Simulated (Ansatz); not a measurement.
# B3H3O3 (SMILES B1OBOBO1): wB97M-V/6-31G(d) (spherical functions)

What is the electronic atomisation energy of B3H3O3 at wB97M-V/6-31G* (spherical functions)? 

The results are computed with Ansatz 0.2.0.

53 further runs of the same task are left out: 3 that didn't finish, 50 set aside as unsound or not needed.

### 1 The structure to begin with

B3H3O3: 9 atoms, total charge 0, spin state singlet. SMILES: `B1OBOBO1`. The shape is that of a PBE0-D4/def2-TZVP optimisation. This is one conformer, not always the lowest.

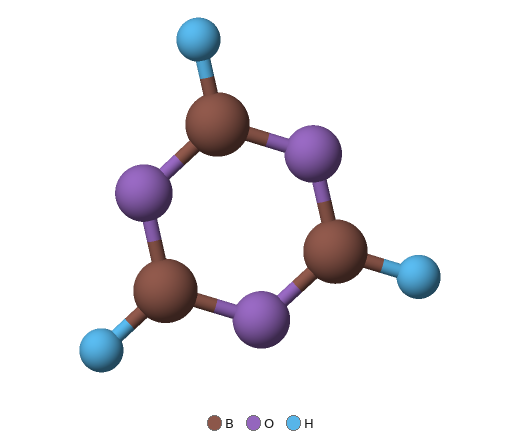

Viewed from a chosen angle; boron brown, oxygen purple, hydrogen blue.

### 2 A single-point energy at wB97M-V/6-31G(d) (spherical functions)

Contents of run.yaml:

```yaml
basis:
  gaussian: {orbitals: 6-31G_st_-spherical.json}
crystal:
  periodic: [false, false, false]
  atoms:
    - {symbol: B, position_ang: [1.301600, 0.115800, -0.424700]}
    - {symbol: O, position_ang: [0.612800, -1.053500, -0.624800]}
    - {symbol: B, position_ang: [-0.686900, -1.172700, -0.202300]}
    - {symbol: O, position_ang: [-1.297400, -0.115400, 0.423200]}
    - {symbol: B, position_ang: [-0.614800, 1.056900, 0.626900]}
    - {symbol: O, position_ang: [0.684600, 1.168900, 0.201600]}
    - {symbol: H, position_ang: [2.429300, 0.216200, -0.792600]}
    - {symbol: H, position_ang: [-1.281900, -2.188700, -0.377500]}
    - {symbol: H, position_ang: [-1.147300, 1.972500, 1.170100]}
total_charge: 0
hamiltonian: {xc: {name: wB97M-V}}
accuracy: high
output: {orbitals: {seedname: orbitals}}
```

The basis set 6-31G* is read from a file made from the Basis Set Exchange's data (not shown).

On the command line:

```
$ ansatz run run.yaml --threads 1 --pin off --max-ram 3480MiB --events-out events.jsonl --progress --plain --runs-dir runs
```

Standard output:

```text
Warning: RAYON_NUM_THREADS=1 ignored (pool sized by the plan → 1); use --threads N
Functional definition: wB97M-V
  name "wB97M-V"
  parameter omega = 0.3/bohr
  parameter cx = 0.15
  parameter cx01 = 1.007
  parameter cx10 = 0.259
  parameter css00 = 0.443
  parameter css04 = -1.437
  parameter css10 = -4.535
  parameter css20 = -3.390
  parameter css43 = 4.278
  parameter cos00 = 1.000
  parameter cos10 = 1.358
  parameter cos20 = 2.924
  parameter cos21 = -8.812
  parameter cos60 = -1.390
  parameter cos61 = 9.142
  parameter b = 6.0
  parameter c = 0.01
  gx(w, u) = 1 - cx + cx01*u + cx10*w
  gss(w, u) = css00 + css04*u^4 + css10*w + css20*w^2 + css43*w^4*u^3
  gos(w, u) = cos00 + cos10*w + (cos20 + cos21*u)*w^2 + (cos60 + cos61*u)*w^6
  exchange = spin_sum(e_x_unif_sr(omega)*gx(b97_w, b97_u_x)) + cx*exact_x_sr(omega) + exact_x_lr(omega)
  correlation = spin_sum(e_c_pw_mod_same_spin*gss(b97_w, b97_u_same))
      + integral(e_c_pw_mod_opposite_spin*gos(b97_w_opposite, b97_u_opposite)) + vv10(b, c)
2137 factors; integrals over basis functions are off by at most 2.8e-9 eV
354 factors; integrals over basis functions are off by at most 2.2e-9 eV
mean field evaluation 1: about -8217.6144 eV, gradient 5.8e1 eV
mean field evaluation 2: about -8218.1169 eV, gradient 5.8e1 eV
mean field evaluation 4: about -8223.5338 eV, gradient 5.0e-1 eV
mean field evaluation 8: about -8223.6770 eV, gradient 2.9e-2 eV
mean field evaluation 16: about -8223.6770 eV, gradient 3.6e-5 eV
mean field -8223.67704285 eV, -302.2145571164 hartree, gradient 1.3e-8 eV, S^2 0.000000; 0 other end points of the search recorded, 0 dependent functions left out
reference -8223.67704627 eV, -302.2145572419 hartree; 21, 21 occupied and 69, 69 virtual orbitals, 2137 factors
Total energy: -8223.67704627 eV, -302.2145572419 hartree
```

Run time: 86 s. Hardware: 1 thread of Arm Neoverse V1, shared host; peak memory 0.59 GiB.

### 3 The B atom at the same level

Contents of in.yaml:

```yaml
crystal:
  periodic: [false, false, false]
  atoms:
    - {symbol: B, position_ang: [0.000000, 0.000000, 0.000000]}
basis:
  gaussian: {orbitals: 6-31G_st_-spherical.json}
magnetization: {spin_polarized: true, initial_magnetization: 1}
hamiltonian: {xc: {name: wB97M-V}}
accuracy: high
```

The basis set 6-31G* is read from a file made from the Basis Set Exchange's data (not shown).

Run the same way, it converges to -24.63743 Eh (log not shown).

### 4 The H atom

Contents of molecule.yaml:

```yaml
crystal:
  periodic: [false, false, false]
  atoms:
    - {symbol: H, position_ang: [0.000000, 0.000000, 0.000000]}
basis:
  gaussian: {orbitals: "6-31G*"}
magnetization: {spin_polarized: true, initial_magnetization: 1}
hamiltonian: {xc: {name: wB97M-V}}
accuracy: high
```

Run the same way, it converges to -0.49108 Eh (log not shown).

### 5 The O atom, same level

Contents of input.yaml:

```yaml
basis:
  gaussian:
    orbitals: 6-31G_st_-spherical.json
crystal:
  periodic: [false, false, false]
  atoms:
    - {symbol: O, position_ang: [0.000000, 0.000000, 0.000000]}
magnetization:
  spin_polarized: true
  initial_magnetization: 2
hamiltonian:
  xc: {name: wB97M-V}
accuracy: high
```

The basis set 6-31G* is read from a file made from the Basis Set Exchange's data (not shown).

On the command line:

```
$ ansatz run input.yaml --threads 1 --pin off --max-ram 3480MiB --events-out events.jsonl --progress --plain --runs-dir runs
```

Standard output:

```text
Warning: RAYON_NUM_THREADS=1 ignored (pool sized by the plan → 1); use --threads N
Functional definition: wB97M-V
  name "wB97M-V"
  parameter omega = 0.3/bohr
  parameter cx = 0.15
  parameter cx01 = 1.007
  parameter cx10 = 0.259
  parameter css00 = 0.443
  parameter css04 = -1.437
  parameter css10 = -4.535
  parameter css20 = -3.390
  parameter css43 = 4.278
  parameter cos00 = 1.000
  parameter cos10 = 1.358
  parameter cos20 = 2.924
  parameter cos21 = -8.812
  parameter cos60 = -1.390
  parameter cos61 = 9.142
  parameter b = 6.0
  parameter c = 0.01
  gx(w, u) = 1 - cx + cx01*u + cx10*w
  gss(w, u) = css00 + css04*u^4 + css10*w + css20*w^2 + css43*w^4*u^3
  gos(w, u) = cos00 + cos10*w + (cos20 + cos21*u)*w^2 + (cos60 + cos61*u)*w^6
  exchange = spin_sum(e_x_unif_sr(omega)*gx(b97_w, b97_u_x)) + cx*exact_x_sr(omega) + exact_x_lr(omega)
  correlation = spin_sum(e_c_pw_mod_same_spin*gss(b97_w, b97_u_same))
      + integral(e_c_pw_mod_opposite_spin*gos(b97_w_opposite, b97_u_opposite)) + vv10(b, c)
96 factors; integrals over basis functions are off by at most 1.3e-9 eV
51 factors; integrals over basis functions are off by at most 1.6e-9 eV
mean field evaluation 1: about -2041.9152 eV, gradient 3.5e0 eV
mean field evaluation 2: about -2041.9607 eV, gradient 8.8e-1 eV
mean field evaluation 4: about -2041.9643 eV, gradient 2.1e-2 eV
mean field evaluation 8: about -2041.9639 eV, gradient 3.9e-4 eV
mean field -2041.96392284 eV, -75.0407900715 hartree, gradient 2.7e-9 eV, S^2 2.002543; 0 other end points of the search recorded, 0 dependent functions left out
reference -2041.96392367 eV, -75.0407901020 hartree; 5, 3 occupied and 9, 11 virtual orbitals, 96 factors
Total energy: -2041.96392367 eV, -75.0407901020 hartree
```

It took 2 s on 1 thread of Arm Neoverse V1, shared host; peak memory 0.16 GiB.

### 6 What came out

At wB97M-V/6-31G* (spherical functions):

| quantity | value |
| --- | --- |
| molecule: total energy | -302.21456 Eh |
| molecule: HOMO energy | -11.82 eV |
| molecule: LUMO energy | 1.96 eV |
| molecule: HOMO–LUMO gap | 13.78 eV |
| B atom: total energy | -24.63743 Eh |
| B atom: ⟨S²⟩ | 0.750 |
| H atom: total energy | -0.49108 Eh |
| H atom: ⟨S²⟩ | 0.750 |
| O atom: total energy | -75.04079 Eh |
| O atom: ⟨S²⟩ | 2.003 |
| electronic atomisation energy | 46.440 eV |

**Reading.** Taking the molecule apart into free atoms costs 46.44 eV (4481 kJ/mol), before zero-point energy and without spin-orbit coupling.
